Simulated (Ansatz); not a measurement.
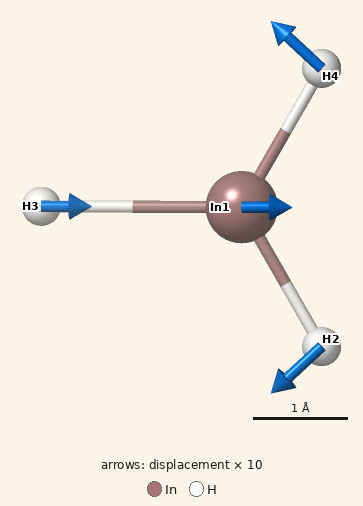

A constrained relaxation of InH3. The starting structure is drawn; blue arrows show the displacements, 10 times their true length. The two geometries are superimposed by the best rigid fit.

A ball-and-stick model, seen face on.

These are results of RKS PBE0-D4/def2-TZVP in Ansatz 0.2.0, not measurements.

Input file:
```yaml
crystal:
  periodic: [false, false, false]
  atoms:
    - {symbol: In, position_ang: [0.013866, -0.015080, -0.005056]}
    - {symbol: H, position_ang: [0.415458, 1.515989, 0.678176]}
    - {symbol: H, position_ang: [-1.376793, -0.130622, -1.655099]}
    - {symbol: H, position_ang: [0.721766, -1.453951, 0.628025]}
basis:
  gaussian: {orbitals: def2-TZVP}
hamiltonian: {xc: pbe0, dispersion: d4}
relax: {f_tol: 0.005, max_steps: 200, constraints: [{distance: [0, 2]}]}
```

Run as
```bash
ansatz run in.yaml --threads 2 --pin off --events-out ev --progress --plain --max-ram 4352MiB
```

> Atoms of which element are displaced furthest, and by how much?

Hydrogen: up to 0.075 Å, against 0.055 Å for indium.

> What happened in the run?

Over 3 geometry steps the energy falls by 0.42 kcal/mol. The largest force component goes from 0.11 to 0.00059 eV/Å. The largest moves after the best rigid fit, 0.075 Å, are those of H2 and H4. Largest moves by element: H 0.075 Å, In 0.055 Å. Near-neighbour distances that change, for instance: In1–H2 1.724 → 1.717 Å. Among the angles between lasting bonds that change: H2–In1–H4 120.0° → 128.1°, H2–In1–H3 120.0° → 116.0°.
